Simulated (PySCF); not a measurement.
B(All)(Me)2, C₅H₁₁B, SMILES CB(CC=C)C, singlet, GFN2-xTB optimised geometry. Atoms within 1.6 Å of the plane z = 0.0 Å (x, y, z in Å): B1 (-0.74, 0.28, 0.00), C2 (0.85, 0.28, 0.00), C3 (1.50, -1.06, -0.03), C4 (2.17, -1.55, -1.06), H5 (1.19, 0.82, 0.89), H6 (1.20, 0.87, -0.85), H7 (1.38, -1.65, 0.87), H9 (2.61, -2.53, -1.04), C10 (-1.50, 1.66, 0.00), H11 (-0.86, 2.53, 0.11), H12 (-2.26, 1.70, 0.79), H13 (-2.05, 1.78, -0.94), C14 (-1.54, -1.07, 0.00), H15 (-1.41, -1.58, 0.95), H16 (-1.16, -1.76, -0.76), H17 (-2.61, -0.96, -0.16).

Computed with B3LYP/def2-SVP (PySCF 2.14.0). Cells within 0.4 Å of a nucleus heavier than hydrogen are left out (blank, or x).

Map of the Laplacian of the electron density (e/bohr⁵), clipped to [-1.50, 1.50] on the plane z = 0.0 Å:

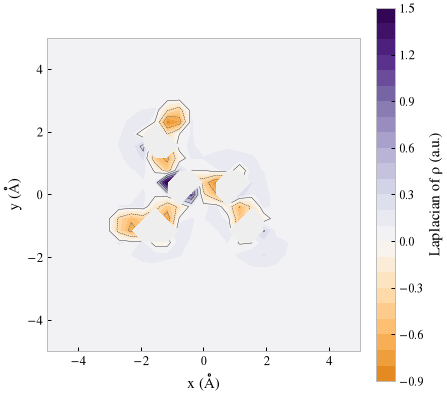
Laplacian of the electron density (e/bohr⁵), clipped to [-1.50, 1.50] on the plane z = 0.0 Å.
